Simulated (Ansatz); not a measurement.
# Hypothetical P6_3/mmc SnS2, response to strain

Start from SnS2 in the 2H-MoS2 type structure (space group P6_3/mmc, No. 194; a = 3.5888 Å, c = 11.8890 Å; a hypothetical phase, not in the database extracts checked; layered, stacked along the Cartesian z axis).

Strains are applied to the cell and any free atomic positions relax.

All numbers come from Ansatz (a first-principles code), PBE-D3(BJ), PAW, cutoff 420 eV, no spin-orbit coupling, earlier PAW set.

Notes on the quantities. pressure: mean of the normal stresses, compression positive.

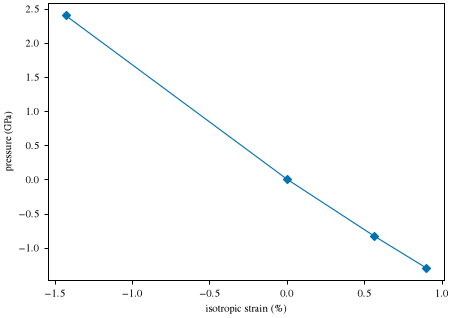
Pressure against isotropic strain

From the plot, what is the pressure for isotropic strain −1.43 %?

About 2.4 GPa.

Is the trend monotonic over the range shown?

Yes, it falls throughout, spanning -1.3 GPa to 2.4 GPa.

Whether these cells are dynamically stable was not tested. The final runs are not spin-polarised.
